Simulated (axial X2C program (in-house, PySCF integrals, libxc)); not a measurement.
# TaSi⁻: bond curves with and without spin–orbit coupling, part 2 of 2

Computed with an in-house X2C program for linear molecules on PySCF integrals; all-electron X2C, Ta dyall-acv3z, Si dyall-av3z. The steps go on from the part before.

## Step 9: PBE0, 2c

State followed: Ω = 1 (excess of +ω over −ω: ω = -1/2, ω = 3/2). The scan is laid around 2.291 Å, a first estimate of the minimum, and this SCF restarts from the orbitals of the search.

The SCF at the reference distance of 2.291 Å:

```text
two-component X2C + atomic mean field  PBE0
basis functions 256  fitting functions 1299  grid points 5083
iter        total energy     max residual
   1     -15893.436775477     7.20e-06
   2     -15893.436775483     1.39e-05
   3     -15893.436775491     3.80e-06
   4     -15893.436775495     4.11e-06
   5     -15893.436775499     2.12e-06
   6     -15893.436775500     1.45e-06
converged
one-electron -22290.29644166  Coulomb 6515.67393364  exact exchange -83.96933502  xc functional -257.52330624  nuclear repulsion 236.06246598  atomic mean-field constant -13.38409220
```

Along the bond, energies from the lowest point:

```csv
R (Å),E (eV),μ (D),HOMO (eV),LUMO (eV),iterations
1.993,0.9785,-4.15,-0.04,1.81,22
2.085,0.3886,-4.73,-0.10,1.81,21
2.154,0.1434,-5.11,-0.10,1.80,20
2.222,0.0246,-5.46,-0.08,1.79,20
2.291,0.0000,-5.77,-0.06,1.78,6
2.371,0.0524,-6.07,-0.06,1.77,20
2.451,0.1608,-6.32,-0.08,1.77,20
2.554,0.3468,-6.54,-0.12,1.76,20
2.680,0.6071,-6.72,-0.17,1.75,20
2.864,0.9982,-6.89,-0.25,1.74,21
```

Dipoles are positive if Si is the positive end and refer to the centre of mass.

Outer spinors at the reference distance:

```
   ω  occupied  ε (eV)              atomic character     λ mixture
-7/2       yes  -22.33                     100% Ta f        100% φ
-5/2       yes  -22.23                     100% Ta f  85% δ, 15% φ
-3/2       yes  -22.20                     100% Ta f  68% π, 32% δ
 7/2       yes  -22.19                     100% Ta f        100% φ
-1/2       yes  -22.16                     100% Ta f  52% σ, 48% π
 5/2       yes  -22.14                     100% Ta f  89% δ, 11% φ
 1/2       yes  -22.11                     100% Ta f  62% σ, 38% π
 3/2       yes  -22.11                     100% Ta f  76% π, 24% δ
-1/2       yes   -6.46  57% Si s, 15% Ta d, 13% Ta s        100% σ
 1/2       yes   -6.41  61% Si s, 12% Ta s, 12% Ta d        100% σ
-1/2       yes   -1.45  41% Ta s, 38% Si p, 10% Ta p        100% σ
-1/2       yes   -0.73   56% Ta d, 22% Si p, 9% Ta s   94% σ, 6% π
 1/2       yes   -0.71  36% Si p, 30% Ta d, 19% Ta s  62% σ, 38% π
 1/2       yes   -0.63  40% Ta d, 29% Si p, 18% Ta s  60% π, 40% σ
 3/2       yes   -0.53    91% Ta d, 4% Si p, 2% Si f  89% δ, 11% π
-3/2       yes   -0.40   65% Ta d, 28% Si p, 2% Si d   99% π, 1% δ
-1/2       yes   -0.17   49% Si p, 36% Ta d, 8% Ta p   94% π, 6% σ
 3/2       yes   -0.06   48% Si p, 40% Ta d, 7% Ta p  90% π, 10% δ
 1/2        no    1.78   68% Ta p, 22% Ta s, 6% Si p   99% σ, 1% π
-1/2        no    1.86            84% Ta p, 13% Ta s   99% σ, 1% π
 1/2        no    1.88    94% Ta p, 3% Ta d, 3% Si p   98% π, 2% σ
-1/2        no    1.88                      98% Ta p   99% π, 1% σ
```

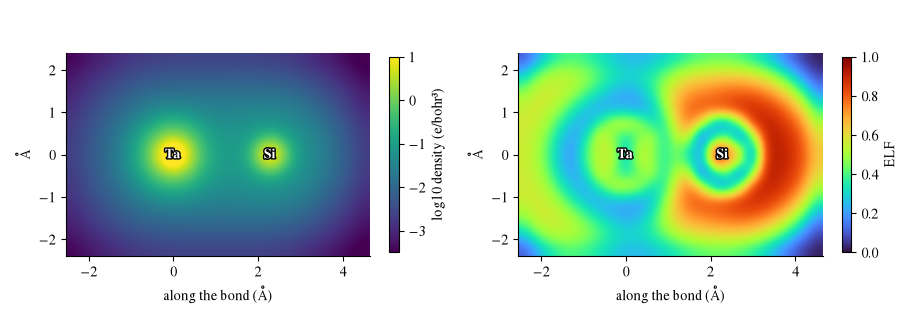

PBE0 fields in a plane through the axis, from a grid of 0.3 Å; Ta lies at z = 0 and Si at z = 2.291 Å; the ELF is damped to zero where the density is low.

Re = 2.279 Å, ωe = 407 cm⁻¹, ωexe = 2.49 cm⁻¹, Be = 0.134 cm⁻¹, De = 3.08 eV, μ = -5.71 D.

## Step 10: HF, 2c

The SCF at the reference distance of 2.291 Å:

```text
two-component X2C + atomic mean field  HF
basis functions 256  fitting functions 1299  grid points 5083
iter        total energy     max residual
   1     -15887.821474336     5.81e-01
   2     -15887.874065893     2.38e-02
   3     -15887.880994994     2.78e-02
   4     -15887.886164520     6.62e-03
   5     -15887.890924516     4.76e-03
   6     -15887.896031872     3.96e-03
   7     -15887.901601104     2.68e-03
   8     -15887.903749522     1.44e-03
   9     -15887.904758251     1.28e-03
  10     -15887.905383485     1.14e-03
  11     -15887.905727855     1.11e-03
  12     -15887.906077056     1.04e-03
  13     -15887.906570276     9.16e-04
  14     -15887.907521803     4.98e-04
  15     -15887.907652549     5.18e-04
  16     -15887.907950959     3.62e-04
  17     -15887.907875050     4.04e-04
  18     -15887.907999261     2.77e-04
  19     -15887.908019602     2.24e-04
  20     -15887.908026144     1.91e-04
  21     -15887.908032360     1.13e-04
  22     -15887.908035454     5.91e-05
  23     -15887.908037784     1.17e-04
  24     -15887.908038151     9.16e-05
  25     -15887.908038836     4.90e-05
  26     -15887.908038928     3.57e-05
  27     -15887.908039013     3.40e-05
  28     -15887.908039044     2.88e-05
  29     -15887.908039055     7.04e-06
  30     -15887.908039059     7.03e-06
  31     -15887.908039061     2.44e-06
converged
one-electron -22291.01327318  Coulomb 6516.67637913  exact exchange -336.24951879  xc functional 0.00000000  nuclear repulsion 236.06246598  atomic mean-field constant -13.38409220
```

Re = 2.551 Å, ωe = 213.3 cm⁻¹, ωexe = 1.03 cm⁻¹, Be = 0.1069 cm⁻¹, De = 1.04 eV, μ = -3.82 D.

## Step 11: TPSS, 2c

Output at 2.291 Å:

```text
two-component X2C + atomic mean field  TPSS
basis functions 256  fitting functions 1299  grid points 5083
iter        total energy     max residual
   1     -15893.338879552     1.57e-01
   2     -15893.341040525     2.66e-02
   3     -15893.328874852     4.93e-02
   4     -15893.324003930     2.58e-02
   5     -15893.344744579     1.61e-03
   6     -15893.344805563     1.50e-03
   7     -15893.344917705     3.95e-04
   8     -15893.344947153     3.91e-04
   9     -15893.344964109     2.30e-04
  10     -15893.344969057     8.34e-05
  11     -15893.344970119     2.72e-05
  12     -15893.344970703     1.68e-05
  13     -15893.344970747     9.44e-06
  14     -15893.344970753     1.03e-06
  15     -15893.344970753     1.98e-07
converged
one-electron -22287.91344814  Coulomb 6513.21221947  exact exchange 0.00000000  xc functional -341.32211587  nuclear repulsion 236.06246598  atomic mean-field constant -13.38409220
```

Re = 2.281 Å, ωe = 431 cm⁻¹, ωexe = 2.12 cm⁻¹, Be = 0.1338 cm⁻¹, De = 3.61 eV, μ = -5.80 D.

## Step 12: Correlated methods, 2c

Correlated methods: 10 electrons correlated (frozen shells, counted by type: Ta 5 s, 4 p, 2 d, 1 f; Si 2 s, 1 p), 336 virtual spinors in MP2, 90 natural virtuals in coupled cluster.

Output of the correlated part at 2.291 Å:

```text
correlated 10  virtual 336  natural virtual 90  E(MP2) -0.179237406  MP2 remainder -0.011067702
iter   CCSD correlation   residual
   1     -0.185493315   1.89e-01
   2     -0.199320797   1.17e-01
   3     -0.209194152   8.06e-02
   4     -0.215570888   5.33e-02
   5     -0.218928239   2.90e-02
   6     -0.219637978   1.48e-02
   7     -0.220074850   7.10e-03
   8     -0.220071040   3.14e-03
   9     -0.220094315   1.64e-03
  10     -0.220099941   9.09e-04
  11     -0.220092870   5.37e-04
  12     -0.220100357   3.27e-04
  13     -0.220098947   2.15e-04
  14     -0.220104683   1.38e-04
  15     -0.220107681   7.95e-05
  16     -0.220109827   4.89e-05
  17     -0.220110450   2.82e-05
  18     -0.220110239   1.59e-05
  19     -0.220110047   9.13e-06
  20     -0.220109958   5.44e-06
  21     -0.220109890   3.07e-06
  22     -0.220109904   1.72e-06
(T) -0.018717225  T1 0.1720  D1 0.3519  max T2 0.094
```

MP2: No constants are quoted: the reference is strongly spin-contaminated.

CCSD: No constants are quoted: the points don't follow one smooth fit.

CCSD(T): No constants are quoted: the points don't follow one smooth fit.

## Step 13: A higher determinant, 2c

State: Ω = 0 (closed shell).

Output at the reference distance:

```text
two-component X2C + atomic mean field  PBE0
basis functions 256  fitting functions 1299  grid points 5083
iter        total energy     max residual
   1     -15893.423062900     7.05e-06
   2     -15893.423062911     1.51e-05
   3     -15893.423062913     1.53e-05
   4     -15893.423062923     3.41e-06
   5     -15893.423062927     1.86e-06
   6     -15893.423062929     8.80e-07
   7     -15893.423062930     5.81e-07
converged
one-electron -22288.73491232  Coulomb 6514.06010530  exact exchange -83.94498805  xc functional -257.48164164  nuclear repulsion 236.06246598  atomic mean-field constant -13.38409220
```

```csv
R (Å),E above the lowest PBE0 point (eV)
1.993,1.097
2.085,0.573
2.154,0.386
2.222,0.330
2.291,0.373
2.371,0.511
2.451,0.713
2.554,1.025
2.680,1.438
```

Re = 2.223 Å, ωe = 481 cm⁻¹, ωexe = 1.73 cm⁻¹, Be = 0.1407 cm⁻¹, μ = -6.32 D. Te = 0.33 eV. As a difference of two determinants it need not be a gap between pure terms.

## Step 14: The 2c curves together

Energy (eV) of the followed determinant, 2c, from each level's lowest point:

```csv
R (Å),PBE0,HF,MP2 (spin-contaminated),CCSD,CCSD(T),TPSS
1.993,0.978,1.740,0.733,n/a,n/a,1.033
2.085,0.389,1.008,0.243,0.479,0.479,0.420
2.154,0.143,0.638,0.065,0.196,0.194,0.160
2.222,0.025,0.381,0.000,0.047,0.044,0.030
2.291,0.000,0.209,0.014,0.000,0.000,0.000
2.371,0.052,0.087,0.095,0.046,0.057,0.058
2.451,0.161,0.023,0.213,0.155,0.179,0.184
2.554,0.347,0.000,0.383,0.346,0.396,0.402
2.680,0.607,0.028,0.590,n/a,n/a,0.705
2.864,0.998,0.133,0.871,n/a,n/a,1.148
```

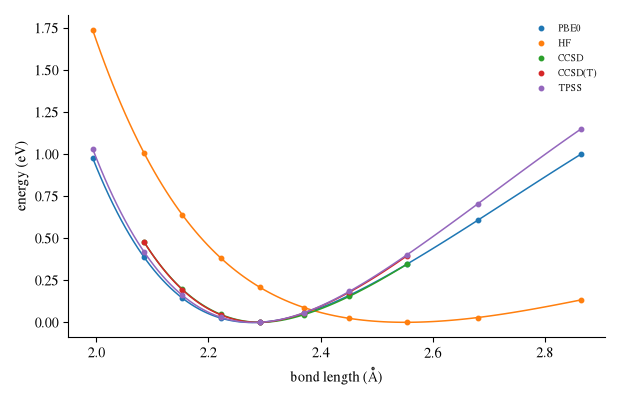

Curves of the followed state, 2c, each from its own lowest point. Left out: MP2.

The whole job took 10 min on 1 thread of Arm Neoverse V1, shared host; peak memory 0.77 GiB.

## Step 15: What came out

The summary covers parts 1 to 2.

Lowest determinant that the search found at its distance, spin-free: M_S = 1, Λ = 2 (beyond closed shells: σα, δ+α).

Lowest determinant that the search found at its distance, 2c: Ω = 1 (excess of +ω over −ω: ω = -1/2, ω = 3/2).

```
Hamiltonian    level  Re (Å)  ωe (cm⁻¹)  De (eV)  μ (D)
  spin-free     PBE0   2.277        409     3.12  -5.70
  spin-free     CCSD   2.303        401     2.48    n/a
  spin-free  CCSD(T)   2.297        419     2.76    n/a
  spin-free     TPSS   2.279        435     3.56  -5.77
         2c     PBE0   2.279        407     3.08  -5.71
         2c       HF   2.551      213.3     1.04  -3.82
         2c     TPSS   2.281        431     3.61  -5.80
```

Dipoles are positive if Si is the positive end and refer to the centre of mass. No constants: spin-free HF (too few points lie around the minimum for a second fit to confirm the first); spin-free MP2 (the reference is strongly spin-contaminated); 2c MP2 (the reference is strongly spin-contaminated); 2c CCSD (the points don't follow one smooth fit); 2c CCSD(T) (the points don't follow one smooth fit). Spin-free ⟨S²⟩ is off its pure value at PBE0 2.26.

Time per point (s) on 1 thread of Arm Neoverse V1, shared host (2c runs); the times are rough: PBE0 2.9, HF 3.1, TPSS 2.6.

What this shows: At PBE0, going from spin-free to two-component changes Re by +2 mÅ, ωe by -0.6 %, which is small (part of it comes from the scalar share of the two-electron terms). It costs about 1.6 times the time. De moves by -0.03 eV; both De rest on single-determinant atoms, which can miss part of an open shell's spin–orbit lowering. The highest occupied level is positive near Re at TPSS spin-free, TPSS 2c: there the basis may hold the extra electron.

De refers to Ta + Si-, each in the lowest determinant found, which need not be this curve's own limit. Each curve is one determinant whose occupation by symmetry is held fixed; it was picked as the lowest of a PBE0 search that is not exhaustive. Dissociation energies refer to the lowest single-determinant-based atoms at the same level and basis. Density functionals use the spin component along the axis (collinear). Coupled cluster ran in a truncated set of natural virtual spinors; the MP2 energy of the rest was added. The meta-GGAs lack a current-density term, which matters for open shells with orbital currents, atoms included. With several unpaired electrons one determinant need not be a pure state. The spin-free determinant is spin-contaminated at some levels. With the outer-core shells frozen, correlated bond lengths of heavy atoms tend to come out a few hundredths of an ångström too long. T1 at Re is 0.114 (Lee–Taylor), above the customary mark of 0.02.
